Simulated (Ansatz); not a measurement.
**InPH6 (SMILES [PH3+][InH3-]): a chain of runs**

Wanted: a series of 10 runs (HF/STO-3G, UHF/STO-3G, HF/3-21G, UHF/3-21G, PBE/def2-SVP) of H6InP. 

Program for the calculation: Ansatz 0.2.0.

## 1. The structure to begin with

The species is InPH6 (8 atoms), meant as a singlet with charge 0. SMILES: `[PH3+][InH3-]`. The coordinates come from a PBE0-D4/def2-TZVP relaxation. The run starts from this shape.

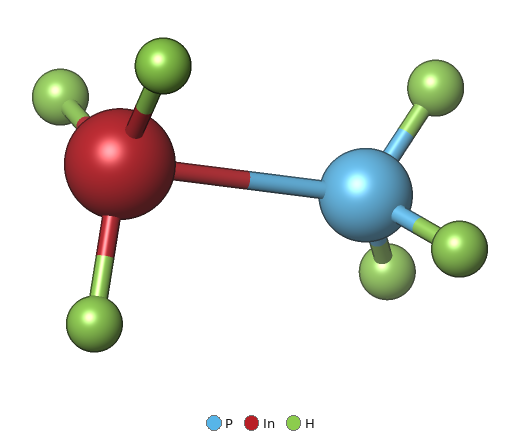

The structure, seen from a chosen angle (phosphorus blue, indium red, hydrogen green).

## 2. A structure relaxation at HF/STO-3G (start density atoms) (run 1)

File job.yaml:

```yaml
crystal:
  periodic: [false, false, false]
  atoms:
    - {symbol: P, position_ang: [-0.593300, 0.062600, -1.026600]}
    - {symbol: In, position_ang: [0.822000, -0.099900, 1.362800]}
    - {symbol: H, position_ang: [-1.997500, -0.077200, -1.021800]}
    - {symbol: H, position_ang: [-0.318900, -0.855700, -2.062100]}
    - {symbol: H, position_ang: [-0.526800, 1.240500, -1.800800]}
    - {symbol: H, position_ang: [0.023300, 1.240800, 2.111900]}
    - {symbol: H, position_ang: [2.376100, 0.140700, 0.638900]}
    - {symbol: H, position_ang: [0.307400, -1.708800, 1.741800]}
basis:
  gaussian:
    orbitals: STO-3G
output:
  orbitals: {seedname: orbitals}
relax:
  f_tol: 0.002
hamiltonian:
  xc: hf
```

On the command line:

```sh
$ ansatz run job.yaml --threads 1 --pin off --max-ram 3480MiB --events-out events.jsonl --progress --plain --runs-dir runs
```

Log, cut to the lines that bear on the results:

```text
Warning: RAYON_NUM_THREADS=1 ignored (pool sized by the plan → 1); use --threads N
[...]
Functional definition: HF
  name "HF"
[...]
565 factors; integrals over basis functions are off by at most 7.5e-6 eV
[...]
mean field -163901.05825404 eV, -6023.2527947086 hartree, gradient 4.2e-5 eV, S^2 0.000000; 0 other end points of the search recorded, 0 dependent functions left out
[...]
reference -163901.05825404 eV, -6023.2527947086 hartree; 35, 35 occupied and 7, 7 virtual orbitals, 565 factors
relax step   1: F+E_penalty+E_count = -163901.05825404 eV  Δ(F+E_penalty+E_count) = +0.000e0 eV  max|allowed force component| = 1.663e0 eV/Å  Δτ_max = 0.0000 Å  (24 SCF iters, accepted)
[...]
relax step   4: F+E_penalty+E_count = -163901.56175017 eV  Δ(F+E_penalty+E_count) = -3.182e-3 eV  max|allowed force component| = 3.741e-2 eV/Å  Δτ_max = 0.0215 Å  (20 SCF iters, accepted)
[...]
relax step   5: F+E_penalty+E_count = -163901.56194098 eV  Δ(F+E_penalty+E_count) = -1.908e-4 eV  max|allowed force component| = 9.782e-4 eV/Å  Δτ_max = 0.0048 Å  (21 SCF iters, accepted)
565 factors; integrals over basis functions are off by at most 8.4e-6 eV
mean field -163901.56194098 eV, -6023.2713048623 hartree, gradient 1.8e-5 eV, S^2 0.000000; 1 other end points of the search recorded, 0 dependent functions left out
[...]
reference -163901.56194098 eV, -6023.2713048623 hartree; 35, 35 occupied and 7, 7 virtual orbitals, 565 factors
Total energy: -163901.56194098 eV, -6023.2713048623 hartree
Atom 0 at    -0.577337     0.060266    -1.001417 Å, force    -0.000390    -0.000008    -0.000978 eV/Å
Atom 1 at     0.789091    -0.096009     1.306664 Å, force     0.000713    -0.000225     0.000533 eV/Å
Atom 2 at    -1.945314    -0.076675    -0.983649 Å, force     0.000766     0.000099     0.000383 eV/Å
Atom 3 at    -0.304719    -0.838553    -2.005522 Å, force    -0.000146     0.000412     0.000609 eV/Å
Atom 4 at    -0.506721     1.212988    -1.747520 Å, force     0.000045    -0.000511     0.000599 eV/Å
Atom 5 at     0.074151     1.128438     2.019168 Å, force    -0.000133    -0.000441    -0.000804 eV/Å
Atom 6 at     2.228288     0.122050     0.674732 Å, force    -0.000684     0.000053     0.000100 eV/Å
Atom 7 at     0.334862    -1.569506     1.681644 Å, force    -0.000171     0.000621    -0.000441 eV/Å
Dipole moment:    -0.519402     0.059430    -0.877205 e Å
```

Wall time 6 s (1 thread of Arm Neoverse V1, shared host); peak memory 0.1 GiB.

The path in brief:

```
step  energy from the first frame kept (eV)  largest force (eV/Å)
   1                                 0.0000                1.7888
   2                                -0.4488                0.7821
   3                                -0.5003                0.1114
   4                                -0.5035                0.0433
   5                                -0.5037                0.0011
```

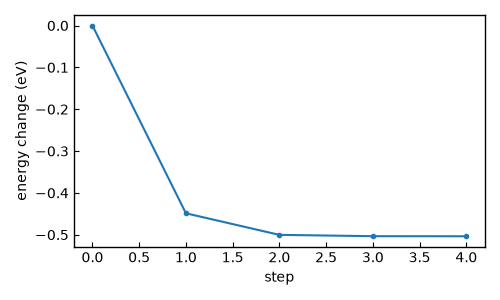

Energy along the run.

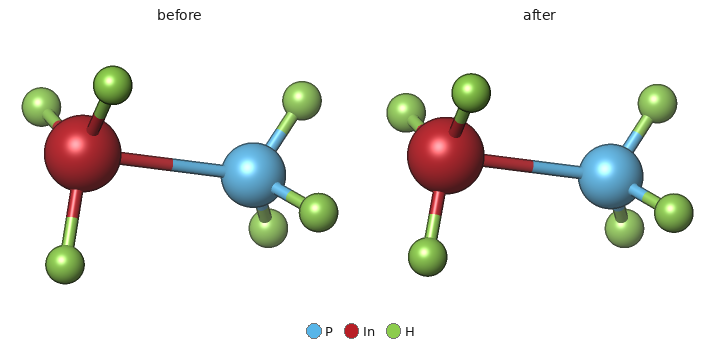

Before and after, at one scale.

After the run. Bond lengths: P1–In2 2.687 Å, P1–H3 1.375 Å, P1–H4 1.375 Å, P1–H5 1.375 Å, In2–H6 1.587 Å, In2–H7 1.587 Å, In2–H8 1.587 Å. Some angles: P1–In2–H6 96.4°, P1–In2–H7 96.4°, P1–In2–H8 96.4°, In2–P1–H3 119.3°, In2–P1–H4 119.2°, In2–P1–H5 119.3°, H6–In2–H7 118.8°, H6–In2–H8 118.8°, H7–In2–H8 118.8°, H3–P1–H4 98.1°.

## 3. Vibrational wavenumbers at HF/STO-3G (start density atoms) (run 2)

File run.yaml:

```yaml
basis:
  gaussian:
    orbitals: STO-3G
crystal:
  periodic: [false, false, false]
  atoms:
    - {symbol: P, position_ang: [-0.577337, 0.060266, -1.001417]}
    - {symbol: In, position_ang: [0.789091, -0.096009, 1.306664]}
    - {symbol: H, position_ang: [-1.945314, -0.076675, -0.983649]}
    - {symbol: H, position_ang: [-0.304719, -0.838553, -2.005522]}
    - {symbol: H, position_ang: [-0.506721, 1.212988, -1.747520]}
    - {symbol: H, position_ang: [0.074151, 1.128438, 2.019168]}
    - {symbol: H, position_ang: [2.228288, 0.122050, 0.674732]}
    - {symbol: H, position_ang: [0.334862, -1.569506, 1.681644]}
hamiltonian:
  xc: hf
phonons:
  temperatures: {t_min: 298.15, t_max: 298.15, t_step: 1}
```

On the command line:

```sh
$ ansatz run run.yaml --threads 1 --pin off --max-ram 3480MiB --events-out events.jsonl --progress --plain --runs-dir runs
```

Log, cut to the lines that bear on the results:

```text
Warning: RAYON_NUM_THREADS=1 ignored (pool sized by the plan → 1); use --threads N
Functional definition: HF
  name "HF"
[...]
571 factors; integrals over basis functions are off by at most 8.4e-6 eV
[...]
mean field -163901.56197698 eV, -6023.2713061849 hartree, gradient 3.4e-5 eV, S^2 0.000000; 0 other end points of the search recorded, 0 dependent functions left out
[...]
reference -163901.56197698 eV, -6023.2713061849 hartree; 35, 35 occupied and 7, 7 virtual orbitals, 571 factors
[...]
571 factors; integrals over basis functions are off by at most 8.4e-6 eV
[...]
mean field -163901.56183177 eV, -6023.2713008486 hartree, gradient 2.9e-6 eV, S^2 0.000000; 0 other end points of the search recorded, 0 dependent functions left out
[...]
reference -163901.56183177 eV, -6023.2713008486 hartree; 35, 35 occupied and 7, 7 virtual orbitals, 571 factors
[...]
Total energy: -163901.56197698 eV, -6023.2713061849 hartree
Atom 0 at    -0.577337     0.060266    -1.001417 Å, force    -0.000401    -0.000030    -0.000986 eV/Å
Atom 1 at     0.789091    -0.096009     1.306664 Å, force     0.000708    -0.000224     0.000544 eV/Å
Atom 2 at    -1.945314    -0.076675    -0.983649 Å, force     0.000774     0.000102     0.000386 eV/Å
Atom 3 at    -0.304719    -0.838553    -2.005522 Å, force    -0.000144     0.000417     0.000619 eV/Å
Atom 4 at    -0.506721     1.212988    -1.747520 Å, force     0.000046    -0.000498     0.000595 eV/Å
Atom 5 at     0.074151     1.128438     2.019168 Å, force    -0.000112    -0.000476    -0.000823 eV/Å
Atom 6 at     2.228288     0.122050     0.674732 Å, force    -0.000713     0.000048     0.000114 eV/Å
Atom 7 at     0.334862    -1.569506     1.681644 Å, force    -0.000158     0.000661    -0.000450 eV/Å
Dipole moment:    -0.519403     0.059430    -0.877206 e Å
Vibrations: 66.45 233.49 337.77 337.79 557.57 557.66 843.07 856.16 856.17 1316.50 1463.70 1463.71 1906.99 1907.00 2015.26 3079.64 3130.24 3130.24 cm⁻¹, zero-point energy 1.491493 eV
```

It took 40 s on 1 thread of Arm Neoverse V1, shared host; peak memory 0.1 GiB.

Runs 3 to 7 aren't shown in full; the table further down has their settings and results.

## 4. The doublet cation: a geometry optimisation at UHF/3-21G (start density atoms) (run 8)

File input.yaml:

```yaml
crystal:
  periodic: [false, false, false]
  atoms:
    - symbol: P
      position_ang: [-0.647235, 0.068296, -1.119292]
    - symbol: In
      position_ang: [0.860882, -0.104235, 1.427837]
    - symbol: H
      position_ang: [-2.049932, -0.075149, -1.076095]
    - symbol: H
      position_ang: [-0.350002, -0.864843, -2.134632]
    - symbol: H
      position_ang: [-0.559140, 1.260901, -1.867582]
    - symbol: H
      position_ang: [0.040683, 1.274558, 2.202004]
    - symbol: H
      position_ang: [2.463136, 0.142991, 0.689694]
    - symbol: H
      position_ang: [0.333907, -1.759519, 1.822166]
basis:
  gaussian:
    orbitals: 3-21G.json
total_charge: 1
magnetization:
  spin_polarized: true
  initial_magnetization: 1
hamiltonian:
  xc: hf
relax: {}
```

The basis set 3-21G is read from a file made from the Basis Set Exchange's data (not shown).

On the command line:

```sh
$ ansatz run input.yaml --threads 1 --pin off --max-ram 3480MiB --events-out events.jsonl --progress --plain --runs-dir runs
```

Log, cut to the lines that bear on the results:

```text
Warning: RAYON_NUM_THREADS=1 ignored (pool sized by the plan → 1); use --threads N
[...]
Functional definition: HF
  name "HF"
[...]
718 factors; integrals over basis functions are off by at most 3.8e-4 eV
[...]
mean field -164823.74394115 eV, -6057.1608682910 hartree, gradient 9.5e-7 eV, S^2 0.876340; 3 other end points of the search recorded, 0 dependent functions left out
[...]
reference -164823.74394115 eV, -6057.1608682910 hartree; 35, 34 occupied and 23, 24 virtual orbitals, 718 factors
relax step   1: F+E_penalty+E_count = -164823.74394115 eV  Δ(F+E_penalty+E_count) = +0.000e0 eV  max|allowed force component| = 2.342e0 eV/Å  Δτ_max = 0.0000 Å  (366 SCF iters, accepted)
[...]
relax step   6: F+E_penalty+E_count = -164824.78214961 eV  Δ(F+E_penalty+E_count) = -2.767e-2 eV  max|allowed force component| = 3.443e-1 eV/Å  Δτ_max = 0.0470 Å  (31 SCF iters, accepted)
[...]
reference -164825.18065864 eV, -6057.2136666850 hartree; 35, 34 occupied and 23, 24 virtual orbitals, 718 factors
Total energy: -164825.18065864 eV, -6057.2136666850 hartree
Atom 0 at    -0.740779     0.075953    -1.086087 Å, force    -0.001248     0.002735    -0.002508 eV/Å
Atom 1 at     0.125570    -0.146092     1.572147 Å, force     0.005183    -0.001935     0.004276 eV/Å
Atom 2 at    -2.126979    -0.061346    -1.268852 Å, force     0.000968    -0.000243    -0.000118 eV/Å
Atom 3 at    -0.219681    -0.870251    -1.982750 Å, force    -0.000236    -0.000782     0.001759 eV/Å
Atom 4 at    -0.466813     1.297295    -1.721175 Å, force    -0.000500     0.000064    -0.001245 eV/Å
Atom 5 at     0.217786     1.486978     2.135833 Å, force    -0.002851    -0.001140    -0.000819 eV/Å
Atom 6 at     3.043322     0.010859     0.456645 Å, force     0.000276    -0.000404    -0.000573 eV/Å
Atom 7 at     0.259874    -1.850396     1.838341 Å, force    -0.001591     0.001706    -0.000773 eV/Å
Dipole moment:    -0.167068     0.048416    -0.582767 e Å
```

Wall time 44 s (1 thread of Arm Neoverse V1, shared host); peak memory 0.18 GiB.

Step by step:

```
step  energy from the first frame kept (eV)  largest force (eV/Å)
   1                                 0.0000                3.0741
   2                                -0.4712                1.0933
   3                                -0.7409                0.5491
   4                                -0.9183                0.4644
   5                                -1.0105                0.4018
   6                                -1.0382                0.4599
   7                                -1.0886                0.9876
   8                                -1.1296                0.5951
   9                                -1.2213                0.4627
  10                                -1.3051                0.2994
  11                                -1.3644                0.2416
  12                                -1.4078                0.0745
  13                                -1.4202                0.2131
  14                                -1.4332                0.0662
  15                                -1.4345                0.1131
  16                                -1.4361                0.0331
  17                                -1.4365                0.0061
  18                                -1.4366                0.0132
  19                                -1.4367                0.0121
  20                                -1.4367                0.0057
  21                                -1.4367                0.0070
```

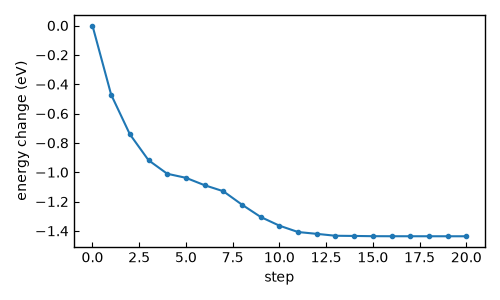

Energy along the run.

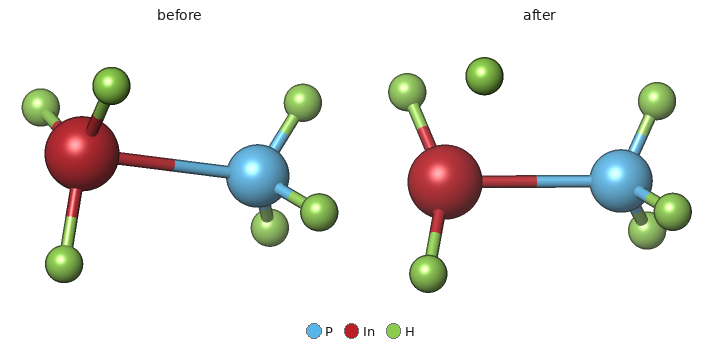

Before and after, at one scale.

After the run. Bond lengths: P1–In2 2.805 Å, P1–H3 1.405 Å, P1–H4 1.404 Å, P1–H5 1.404 Å, In2–H6 1.730 Å, In2–H8 1.730 Å. Angles: P1–In2–H6 104.5°, P1–In2–H8 104.3°, In2–P1–H3 114.9°, In2–P1–H4 115.9°, In2–P1–H5 115.9°, H6–In2–H8 151.1°, H3–P1–H4 102.5°, H3–P1–H5 102.6°, H4–P1–H5 103.0°.

Run 9 isn't shown in full; the table further down has it.

## 5. The harmonic vibrations at PBE/def2-SVP (core potential, start density atoms) (run 10)

File in.yaml:

```yaml
crystal:
  periodic: [false, false, false]
  atoms:
    - {symbol: P, position_ang: [-0.600805, 0.063070, -1.040205]}
    - {symbol: In, position_ang: [0.844477, -0.102292, 1.400550]}
    - {symbol: H, position_ang: [-2.025866, -0.076454, -1.048586]}
    - {symbol: H, position_ang: [-0.333945, -0.861963, -2.100110]}
    - {symbol: H, position_ang: [-0.542507, 1.252623, -1.835117]}
    - {symbol: H, position_ang: [0.027010, 1.255390, 2.143921]}
    - {symbol: H, position_ang: [2.409023, 0.142141, 0.654292]}
    - {symbol: H, position_ang: [0.314913, -1.729514, 1.769355]}
basis:
  gaussian:
    orbitals: def2-SVP
hamiltonian:
  xc: pbe
phonons:
  temperatures: {t_min: 298.15, t_max: 298.15, t_step: 1}
```

On the command line:

```sh
$ ansatz run in.yaml --threads 1 --pin off --max-ram 3480MiB --events-out events.jsonl --progress --plain --runs-dir runs
```

Log, cut to the lines that bear on the results:

```text
Warning: RAYON_NUM_THREADS=1 ignored (pool sized by the plan → 1); use --threads N
Functional definition: PBE
  name "PBE"
[...]
871 factors; their error is unknown
[...]
mean field -14551.25547353 eV, -534.7487754571 hartree, gradient 6.0e-5 eV, S^2 0.000000; 0 other end points of the search recorded, 0 dependent functions left out
[...]
reference -14551.25552417 eV, -534.7487773179 hartree; 21, 21 occupied and 53, 53 virtual orbitals, 871 factors
[...]
871 factors; their error is unknown
[...]
mean field -14551.25539419 eV, -534.7487725412 hartree, gradient 1.8e-6 eV, S^2 0.000000; 0 other end points of the search recorded, 0 dependent functions left out
[...]
reference -14551.25544481 eV, -534.7487744015 hartree; 21, 21 occupied and 53, 53 virtual orbitals, 871 factors
[...]
871 factors; their error is unknown
[...]
Total energy: -14551.25552417 eV, -534.7487773179 hartree
Atom 0 at    -0.600805     0.063070    -1.040205 Å, force     0.000051    -0.000050    -0.000389 eV/Å
Atom 1 at     0.844477    -0.102292     1.400550 Å, force     0.000465    -0.000088     0.000458 eV/Å
Atom 2 at    -2.025866    -0.076454    -1.048586 Å, force     0.000186     0.000093     0.000079 eV/Å
Atom 3 at    -0.333945    -0.861963    -2.100110 Å, force    -0.000295     0.000178     0.000015 eV/Å
Atom 4 at    -0.542507     1.252623    -1.835117 Å, force    -0.000113    -0.000191     0.000084 eV/Å
Atom 5 at     0.027010     1.255390     2.143921 Å, force    -0.000085    -0.000197    -0.000352 eV/Å
Atom 6 at     2.409023     0.142141     0.654292 Å, force    -0.000240    -0.000012     0.000245 eV/Å
Atom 7 at     0.314913    -1.729514     1.769355 Å, force     0.000031     0.000267    -0.000139 eV/Å
Dipole moment:    -0.403791     0.046193    -0.681958 e Å
Vibrations: 86.66 147.15 173.67 173.74 392.84 393.14 576.30 580.29 580.30 954.10 1076.42 1076.44 1701.60 1701.73 1704.75 2365.61 2394.75 2394.76 cm⁻¹, zero-point energy 1.145258 eV
```

Run time: 59 s. Hardware: 1 thread of Arm Neoverse V1, shared host; peak memory 0.11 GiB.

## 6. Overview of the runs

```
run                                               level         task  walk f tol  partner   energy (Eh)  dipole moment (D)  wall time
  1                     HF/STO-3G (start density atoms)     optimise       0.002     base  -6023.271305               4.90        6 s
  2                     HF/STO-3G (start density atoms)  frequencies           –     base  -6023.271306               4.90       40 s
  3                    UHF/STO-3G (start density atoms)       energy           –   cation  -6023.013444                  –      3.9 s
  4                    UHF/STO-3G (start density atoms)     optimise           –   cation  -6023.054980                  –       16 s
  5                      HF/3-21G (start density atoms)     optimise       0.002     base  -6057.496406               4.03      8.4 s
  6                      HF/3-21G (start density atoms)  frequencies           –     base  -6057.496406               4.03       48 s
  7                     UHF/3-21G (start density atoms)       energy           –   cation  -6057.160848                  –      7.5 s
  8                     UHF/3-21G (start density atoms)     optimise           –   cation  -6057.213667                  –       44 s
  9  PBE/def2-SVP (core potential, start density atoms)     optimise       0.002     base   -534.748777               3.81       11 s
 10  PBE/def2-SVP (core potential, start density atoms)  frequencies           –     base   -534.748777               3.81       59 s
```

## 7. Summary of results

| quantity | value |
| --- | --- |
| run 10, PBE/def2-SVP: total energy | -534.74878 Eh |
| run 10, PBE/def2-SVP: dipole moment | 3.81 D |
| run 10, PBE/def2-SVP: largest force on an atom | 0.001 eV/Å |
| run 10, PBE/def2-SVP: lowest harmonic wavenumber | 87 cm⁻¹ |
| run 10, PBE/def2-SVP: highest harmonic wavenumber | 2395 cm⁻¹ |
| run 10, PBE/def2-SVP: zero-point energy | 110.5 kJ/mol |
| vertical ionisation energy (to the doublet cation), HF/STO-3G | 7.017 eV |
| vertical ionisation energy (to the doublet cation), HF/3-21G | 9.131 eV |
| adiabatic ionisation energy (to the doublet cation, no zero-point term), HF/STO-3G | 5.887 eV |
| adiabatic ionisation energy (to the doublet cation, no zero-point term), HF/3-21G | 7.694 eV |

In words: At HF/STO-3G: removing an electron at fixed nuclei costs 7.02 eV (677 kJ/mol). In a minimal basis such a difference can be off by several eV, whatever the method. At HF/3-21G: removing an electron at fixed nuclei costs 9.13 eV (211 kcal/mol). At HF/STO-3G: the adiabatic ionisation energy (to the doublet cation, no zero-point term) is 5.89 eV (136 kcal/mol). At HF/3-21G: the adiabatic ionisation energy (to the doublet cation, no zero-point term) is 7.69 eV (742 kJ/mol). The second species lost a bond as it relaxed, so this leads to another structure. Some runs of one species differ in core potentials or relativity; totals across that change don't compare. In runs 1, 2, 3, 4 the basis is minimal, so the values are rough. In runs 1, 2, 3, 4, 5, 6, 7, 8 relativity is left out where basis or elements ask for it. Spin contamination of the reference: run 7 ⟨S²⟩ = 0.88. All runs together took 4.1 min, the longest 59 s.
